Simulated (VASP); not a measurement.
Band structure of PtSe₂. Method: PBE GGA, VASP's PBE PAW potentials (set 64) (plane waves; VASP).

The cell holds a wide vacuum, so values per volume refer to the whole cell. Unless said otherwise, spin-orbit coupling is left out, though it shifts the bands of the heavy elements here.

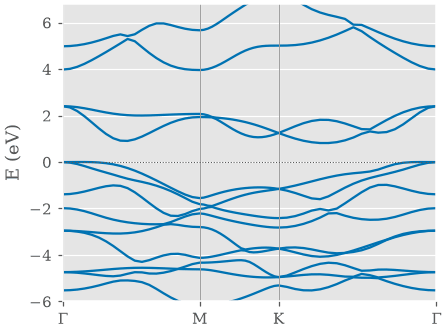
Figure: Bands along high-symmetry lines, zero at the valence-band maximum or, without a gap, the Fermi level

**Question.** Read the plot: is there a gap, and where are the band edges?

**Answer.** The gap is indirect, 0.82 eV, from the valence maximum at Γ-M at 0.16 to the conduction minimum at K-Γ at 0.32.

The cell is a sheet with vacuum, built from a generated structure.
